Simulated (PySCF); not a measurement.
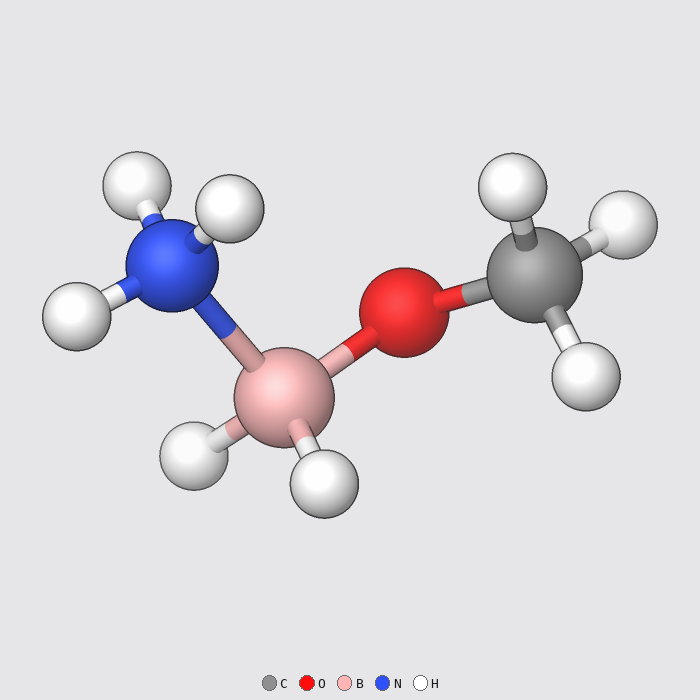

Rendered structure (ball-and-stick style). Every bond is drawn as one stick, whatever its order.

Describe the molecule.

It has 12 atoms: 1 carbon, 8 hydrogen, 1 boron, 1 nitrogen and 1 oxygen (CH₈BNO). Its SMILES string is `CO[BH2-][NH3+]`. It has no ring. Among its groups: B–H bond. This geometry has C1 symmetry. Coordination: 1 C tetrahedral; 1 O bent; 1 B tetrahedral; 1 N tetrahedral.

More results for the same structure follow; atom numbers are the same in all pictures, views and colours differ. The computed structure is the end point of a PBE0-D3(BJ)/def2-SVP optimisation. No frequency run is at hand to confirm it as a minimum.

**NMR shielding**

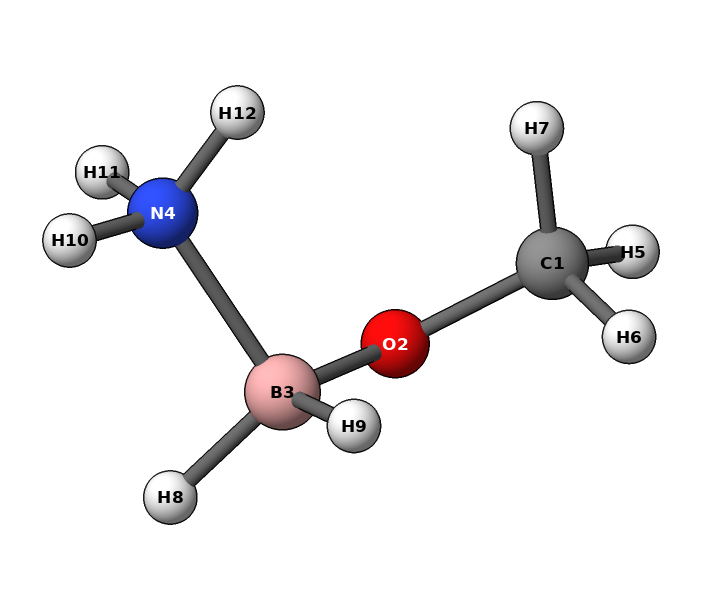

The questions are on isotropic NMR shieldings of the H atoms. No frequency run is at hand to confirm it as a minimum. Level of theory: GIAO OPBE/pcSseg-2 NMR shielding, non-relativistic, gas phase (PySCF 2.14.0).

Give the isotropic NMR shieldings of the H atoms atom by atom.

```json
{"atom": "H5", "σ (ppm)": "27.55"}
{"atom": "H6", "σ (ppm)": "27.82"}
{"atom": "H7", "σ (ppm)": "27.78"}
{"atom": "H8", "σ (ppm)": "27.95"}
{"atom": "H9", "σ (ppm)": "28.00"}
{"atom": "H10", "σ (ppm)": "29.13"}
{"atom": "H11", "σ (ppm)": "29.18"}
{"atom": "H12", "σ (ppm)": "28.02"}
```

**Electronic properties**

No frequency run is at hand to confirm it as a minimum. Level of theory: B3LYP/def2-TZVP, gas phase (PySCF 2.14.0).

Computed properties:

- dipole moment: 5.14 D
- HOMO energy (Kohn–Sham orbital): −6.73 eV
- LUMO energy (Kohn–Sham orbital): −0.32 eV
- HOMO–LUMO gap: 6.40 eV

**Spin–spin coupling**

No frequency run is at hand to confirm it as a minimum. Method: KT2/pcJ-1 indirect spin-spin coupling, non-relativistic, gas phase (PySCF 2.14.0). Isotopes: 11B, 13C, 1H, 15N, 17O.

Give the spin–spin coupling constants of these pairs, with the number of bonds between them: O2/B3, B3/H8, N4/H12, O2/N4, B3/H11, N4/H8, B3/H6.

| pair | bonds apart | J (Hz) |
| --- | --- | --- |
| O2, B3 | 1 | 8.7 |
| B3, H8 | 1 | 123.6 |
| N4, H12 | 1 | −67.9 |
| O2, N4 | 2 | 0.8 |
| B3, H11 | 2 | −2.0 |
| N4, H8 | 2 | −8.5 |
| B3, H6 | 3 | 2.2 |
